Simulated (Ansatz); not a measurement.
# SnH2MeBr (CH₅BrSn): geometry, orbitals and charge

What does SnH2MeBr (CH₅BrSn) look like as a singlet, and where do its frontier electrons sit?

Program: Ansatz 0.2.0, Gaussian basis. Level of theory: RKS PBE0-D4/def2-TZVP. These are calculated values, not measurements.

The runs, in order: relaxation at PBE-D4/def2-SVP; a search for the lowest solution at PBE0-D4/def2-SVP; a single point at PBE0-D4/def2-TZVP; harmonic vibrations at PBE-D4/def2-SVP.

3 further runs of the same task are left out: 3 set aside as unsound or not needed. Runs told in other sessions of the task aren't counted.

### Step 1. The starting structure

8 atoms, charge 0, spin multiplicity 1.

Atoms are counted from 1 here; the program's logs count them from 0.

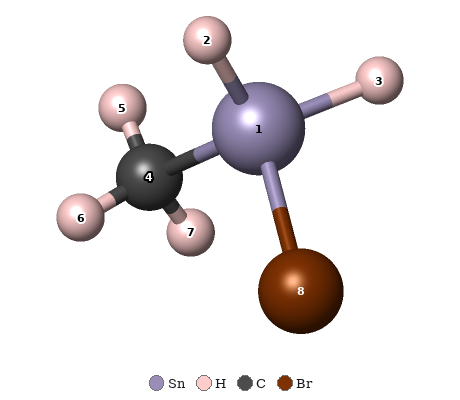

As it starts; tin purple, hydrogen pink, carbon dark grey, bromine brown; atoms are numbered from 1 in the order of the file.

Sn takes a core potential in the def2 sets. No spin-orbit coupling is included.

The start is a GFN2-xTB geometry.

### Step 2. Relaxation at PBE-D4/def2-SVP

in.yaml

```yaml
crystal:
  periodic: [false, false, false]
  atoms:
    - {symbol: Sn, position_ang: [0.549320, -0.675630, 0.388640]}
    - {symbol: H, position_ang: [0.567640, -0.834130, 2.079960]}
    - {symbol: H, position_ang: [2.143990, -0.858910, -0.165600]}
    - {symbol: C, position_ang: [-0.516380, 1.049780, -0.372270]}
    - {symbol: H, position_ang: [-0.086430, 1.962270, 0.020320]}
    - {symbol: H, position_ang: [-1.558480, 0.983930, -0.077500]}
    - {symbol: H, position_ang: [-0.450720, 1.056130, -1.455040]}
    - {symbol: Br, position_ang: [-0.648940, -2.683430, -0.418510]}
basis:
  gaussian: {orbitals: def2-SVP}
hamiltonian: {xc: pbe, dispersion: d4}
scf: {omitted_lower_state_checks: [starts]}
output: {orbitals: {seedname: orbitals}}
relax: {f_tol: 0.02, max_steps: 100}
```

Command:

```sh
ansatz run in.yaml --threads 4 --pin off --events-out ev --progress --plain --max-ram 3916MiB
```

Output, shortened:

```text
Functional definition: PBE
  name "PBE"
  cite "Perdew, Burke & Ernzerhof, Phys. Rev. Lett. 77, 3865 (1996) doi:10.1103/PhysRevLett.77.3865"
  parent pbe
[...]
1084 factors; their error is unknown
[...]
mean field -76975.29870289 eV, -2828.7900515998 hartree, gradient 2.4e-5 eV, S^2 0.000000; 0 other end points of the search recorded, 0 dependent functions left out
[...]
reference -76975.29874228 eV, -2828.7900530472 hartree; 34, 34 occupied and 63, 63 virtual orbitals, 1084 factors
relax step   1: F+E_penalty+E_count = -76975.45772413 eV  Δ(F+E_penalty+E_count) = +0.000e0 eV  max|allowed force component| = 7.376e-1 eV/Å  Δτ_max = 0.0000 Å  (24 SCF iters, accepted)
[...]
relax step   4: F+E_penalty+E_count = -76975.52802497 eV  Δ(F+E_penalty+E_count) = -9.910e-4 eV  max|allowed force component| = 2.352e-2 eV/Å  Δτ_max = 0.0139 Å  (28 SCF iters, accepted)
[...]
relax step   5: F+E_penalty+E_count = -76975.52814700 eV  Δ(F+E_penalty+E_count) = -1.220e-4 eV  max|allowed force component| = 4.047e-3 eV/Å  Δτ_max = 0.0108 Å  (28 SCF iters, accepted)
[...]
1084 factors; their error is unknown
mean field -76975.37034445 eV, -2828.7926843785 hartree, gradient 1.3e-5 eV, S^2 0.000000; 0 other end points of the search recorded, 0 dependent functions left out
[...]
reference -76975.37038394 eV, -2828.7926858298 hartree; 34, 34 occupied and 63, 63 virtual orbitals, 1084 factors
Total energy: -76975.52818649 eV, -2828.7984849665 hartree
Atom 0 at     0.556578    -0.684085     0.398936 Å, force    -0.003324     0.001624    -0.002293 eV/Å
Atom 1 at     0.515528    -0.793271     2.123732 Å, force     0.000143    -0.000771     0.003798 eV/Å
Atom 2 at     2.170260    -0.809689    -0.208272 Å, force     0.004047    -0.000434    -0.000186 eV/Å
Atom 3 at    -0.505793     1.034899    -0.365902 Å, force     0.000806     0.000509     0.000398 eV/Å
Atom 4 at    -0.040758     1.962176     0.021773 Å, force    -0.001084     0.000857    -0.001995 eV/Å
Atom 5 at    -1.561286     0.983188    -0.039657 Å, force     0.000574     0.000992     0.001372 eV/Å
Atom 6 at    -0.460369     1.029273    -1.470915 Å, force    -0.000461    -0.000043     0.000181 eV/Å
Atom 7 at    -0.674160    -2.722482    -0.459694 Å, force    -0.000700    -0.002734    -0.001276 eV/Å
Dipole moment:     0.149456     0.558048     0.101902 e Å
Checks for a lower state left out: starts
```

It took 6 s on 4 threads of Arm Neoverse V1, shared host.

Relaxation path:

```
step  energy from step 1 (eV)  largest force component (eV/Å)
   1                   0.0000                          0.7376
   2                  -0.0408                          0.3751
   3                  -0.0693                          0.0934
   4                  -0.0703                          0.0235
   5                  -0.0704                          0.0040
```

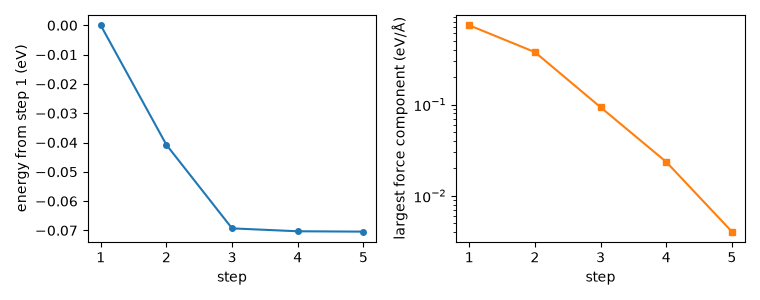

Energy and largest force along the relaxation.

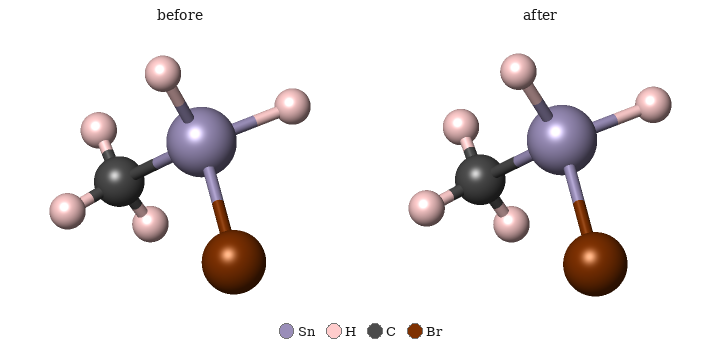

Before and after, at one scale.

Distances of close pairs at the start and the end, largest changes first:

```
   bond  before (Å)  after (Å)  change (Å)
Sn1–Br8       2.474      2.531      +0.058
 Sn1–H3       1.698      1.729      +0.031
 Sn1–H2       1.699      1.729      +0.030
  C4–H5       1.082      1.107      +0.025
  C4–H7       1.085      1.106      +0.021
  C4–H6       1.085      1.106      +0.021
 Sn1–C4       2.166      2.161      -0.005
```

Bonds by kind at the end (by distance):

```
 bond  count  shortest (Å)  longest (Å)
Br–Sn      1         2.531        2.531
 C–Sn      1         2.161        2.161
  C–H      3         1.106        1.107
 H–Sn      2         1.729        1.729
```

### Step 3. Searching for the lowest solution, PBE0-D4/def2-SVP

start.molden holds the orbitals of an earlier run on this state, given as this run's starting guess.

in.yaml

```yaml
crystal:
  periodic: [false, false, false]
  atoms:
    - {symbol: Sn, position_ang: [0.556578, -0.684085, 0.398936]}
    - {symbol: H, position_ang: [0.515528, -0.793271, 2.123732]}
    - {symbol: H, position_ang: [2.170260, -0.809689, -0.208272]}
    - {symbol: C, position_ang: [-0.505793, 1.034899, -0.365902]}
    - {symbol: H, position_ang: [-0.040758, 1.962176, 0.021773]}
    - {symbol: H, position_ang: [-1.561286, 0.983188, -0.039657]}
    - {symbol: H, position_ang: [-0.460369, 1.029273, -1.470915]}
    - {symbol: Br, position_ang: [-0.674160, -2.722482, -0.459694]}
basis:
  gaussian: {orbitals: def2-SVP, initial_orbitals: start.molden}
hamiltonian: {xc: pbe0, dispersion: d4}
output: {orbitals: {seedname: orbitals}}
```

The command is unchanged.

Output:

```text
Functional definition: PBE0
  name "PBE0"
  cite "Adamo & Barone, J. Chem. Phys. 110, 6158 (1999) doi:10.1063/1.478522"
  cite "Perdew, Burke & Ernzerhof, Phys. Rev. Lett. 77, 3865 (1996) doi:10.1103/PhysRevLett.77.3865"
  parent pbe
  parameter a = 0.25
  parameter kappa = 0.804
  parameter beta = 0.06672455060314922
  exchange = (1 - a)*pbe_x(kappa = kappa, mu = beta*pi^2/3) + a*exact_x
  correlation = pbe_c(beta = beta)
1051 factors; integrals over basis functions are off by at most 1.3e-3 eV
mean field evaluation 1: about -76978.3308 eV, gradient 6.2e0 eV
mean field evaluation 2: about -76978.4033 eV, gradient 8.1e-2 eV
mean field evaluation 4: about -76978.4868 eV, gradient 7.0e-4 eV
mean field evaluation 8: about -76974.1145 eV, gradient 4.1e1 eV
mean field evaluation 16: about -76978.4868 eV, gradient 1.9e-2 eV
mean field -76978.48675822 eV, -2828.9072104723 hartree, gradient 1.8e-5 eV, S^2 0.000000; 1 other end points of the search recorded, 0 dependent functions left out
reference -76978.48678796 eV, -2828.9072115651 hartree; 34, 34 occupied and 63, 63 virtual orbitals, 1051 factors
Total energy: -76978.62200239 eV, -2828.9121806039 hartree
```

Wall time 1.9 s (4 threads of Arm Neoverse V1, shared host).

HOMO -7.76 eV, LUMO -0.73 eV.

### Step 4. Single point, PBE0-D4/def2-TZVP

Edit in.yaml of step 3 so:

```diff
@@ -12,4 +12,5 @@
 basis:
-  gaussian: {orbitals: def2-SVP, initial_orbitals: start.molden}
+  gaussian: {orbitals: def2-TZVP, initial_orbitals: start.molden}
 hamiltonian: {xc: pbe0, dispersion: d4}
+scf: {omitted_lower_state_checks: [starts]}
 output: {orbitals: {seedname: orbitals}}
```

The command is unchanged.

Output:

```text
Functional definition: PBE0
  name "PBE0"
  cite "Adamo & Barone, J. Chem. Phys. 110, 6158 (1999) doi:10.1063/1.478522"
  cite "Perdew, Burke & Ernzerhof, Phys. Rev. Lett. 77, 3865 (1996) doi:10.1103/PhysRevLett.77.3865"
  parent pbe
  parameter a = 0.25
  parameter kappa = 0.804
  parameter beta = 0.06672455060314922
  exchange = (1 - a)*pbe_x(kappa = kappa, mu = beta*pi^2/3) + a*exact_x
  correlation = pbe_c(beta = beta)
these checks for a lower state are left out or cut short: starts
1274 factors; their error is unknown
mean field evaluation 1: about -76986.9087 eV, gradient 1.3e2 eV
mean field evaluation 2: about -76987.9566 eV, gradient 2.4e0 eV
mean field evaluation 4: about -76988.4826 eV, gradient 4.8e-1 eV
mean field evaluation 8: about -76988.4829 eV, gradient 1.3e-5 eV
mean field -76988.48287675 eV, -2829.2745610527 hartree, gradient 1.3e-5 eV, S^2 0.000000; 0 other end points of the search recorded, 0 dependent functions left out
reference -76988.48290993 eV, -2829.2745622720 hartree; 34, 34 occupied and 125, 125 virtual orbitals, 1274 factors
Total energy: -76988.61812437 eV, -2829.2795313108 hartree
Checks for a lower state left out: starts
```

It took 3.1 s on 4 threads of Arm Neoverse V1, shared host.

Report: HOMO -7.91 eV, LUMO -0.93 eV.

Mulliken charges, from this run's orbitals:

```
atom  value (e)
 Sn1       0.61
  H2      -0.04
  H3      -0.04
  C4      -0.62
  H5       0.15
  H6       0.16
  H7       0.16
 Br8      -0.39
```

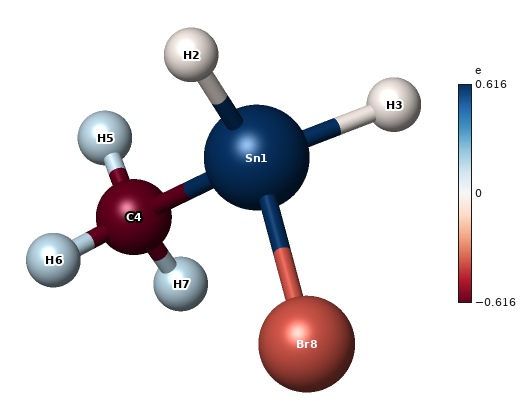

Mulliken charges, from this run's orbitals, as colours on the atoms.

Largest Mayer bond orders: C4–H7 0.95; C4–H6 0.95; C4–H5 0.94; Sn1–C4 0.93; Sn1–Br8 0.92; Sn1–H2 0.91; Sn1–H3 0.91.

### Step 5. Vibrations by finite differences

Edit in.yaml of step 4 so:

```diff
@@ -12,5 +12,5 @@
 basis:
-  gaussian: {orbitals: def2-TZVP, initial_orbitals: start.molden}
-hamiltonian: {xc: pbe0, dispersion: d4}
+  gaussian: {orbitals: def2-SVP}
+hamiltonian: {xc: pbe, dispersion: d4}
 scf: {omitted_lower_state_checks: [starts]}
-output: {orbitals: {seedname: orbitals}}
+phonons: {temperatures: {t_min: 298.15, t_max: 900, t_step: 200}}
```

Launched as before.

Output, shortened:

```text
Functional definition: PBE
  name "PBE"
  cite "Perdew, Burke & Ernzerhof, Phys. Rev. Lett. 77, 3865 (1996) doi:10.1103/PhysRevLett.77.3865"
  parent pbe
[...]
1084 factors; their error is unknown
[...]
mean field -76975.37034420 eV, -2828.7926843692 hartree, gradient 2.4e-5 eV, S^2 0.000000; 0 other end points of the search recorded, 0 dependent functions left out
[...]
reference -76975.37038371 eV, -2828.7926858212 hartree; 34, 34 occupied and 63, 63 virtual orbitals, 1084 factors
[...]
1084 factors; their error is unknown
mean field -76975.37028381 eV, -2828.7926821500 hartree, gradient 1.5e-6 eV, S^2 0.000000; 0 other end points of the search recorded, 0 dependent functions left out
[...]
reference -76975.37032332 eV, -2828.7926836021 hartree; 34, 34 occupied and 63, 63 virtual orbitals, 1084 factors
[...]
1084 factors; their error is unknown
[...]
Atom 0 at     0.556578    -0.684085     0.398936 Å, force    -0.003298     0.001633    -0.002302 eV/Å
Atom 1 at     0.515528    -0.793271     2.123732 Å, force     0.000127    -0.000785     0.003786 eV/Å
Atom 2 at     2.170260    -0.809689    -0.208272 Å, force     0.004041    -0.000445    -0.000185 eV/Å
Atom 3 at    -0.505793     1.034899    -0.365902 Å, force     0.000782     0.000525     0.000411 eV/Å
Atom 4 at    -0.040758     1.962176     0.021773 Å, force    -0.001082     0.000861    -0.001994 eV/Å
Atom 5 at    -1.561286     0.983188    -0.039657 Å, force     0.000585     0.000984     0.001367 eV/Å
Atom 6 at    -0.460369     1.029273    -1.470915 Å, force    -0.000460    -0.000037     0.000173 eV/Å
Atom 7 at    -0.674160    -2.722482    -0.459694 Å, force    -0.000695    -0.002737    -0.001257 eV/Å
Dipole moment:     0.149457     0.558048     0.101903 e Å
Vibrations: 74.70 109.00 244.90 346.09 478.93 509.89 572.93 677.93 749.55 767.25 1161.49 1376.61 1383.14 1848.54 1864.16 2994.19 3109.10 3120.20 cm⁻¹, zero-point energy 1.325924 eV
Checks for a lower state left out: starts
```

It took 30 s on 4 threads of Arm Neoverse V1, shared host.

Motions are named by where the mode's potential energy lies. The modes, unscaled (a negative number is an imaginary wavenumber):

```
mode  cm⁻¹                  motion
   1    75                 torsion
   2   109                    bend
   3   245           Sn–Br stretch
   4   346       bend with torsion
   5   479                    bend
   6   510            Sn–C stretch
   7   573                    bend
   8   678  bend with wag or twist
   9   750                    bend
  10   767                    bend
  11  1161                    bend
  12  1377                    bend
  13  1383                    bend
  14  1849            Sn–H stretch
  15  1864            Sn–H stretch
  16  2994             C–H stretch
  17  3109             C–H stretch
  18  3120             C–H stretch
```

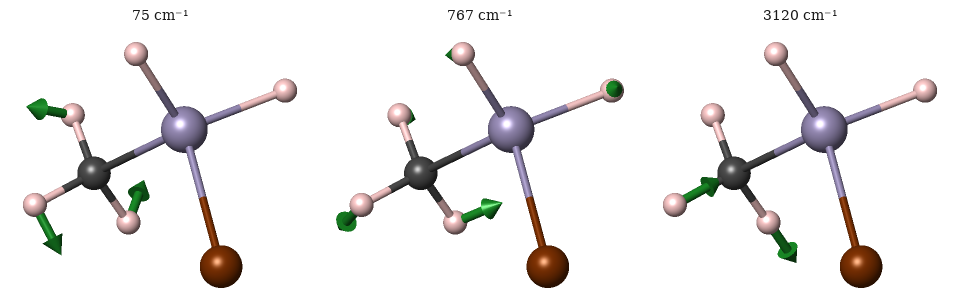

Displacements of 3 modes, as arrows.

### Step 6. Summary of results

```
                       quantity            value
                    point group               Cs
                     Br–Sn bond          2.531 Å
HOMO, LUMO at PBE0-D4/def2-TZVP  -7.91, -0.93 eV
      dipole at PBE-D4/def2-SVP           2.82 D
     lowest, highest wavenumber    75, 3120 cm⁻¹
```

The molecule keeps its bonding pattern by the stored test; the atoms moved 0.05 Å (rms). All wavenumbers are real: a minimum at this level. The point group is read from a loosely relaxed geometry; soft torsions can leave it below the true symmetry.
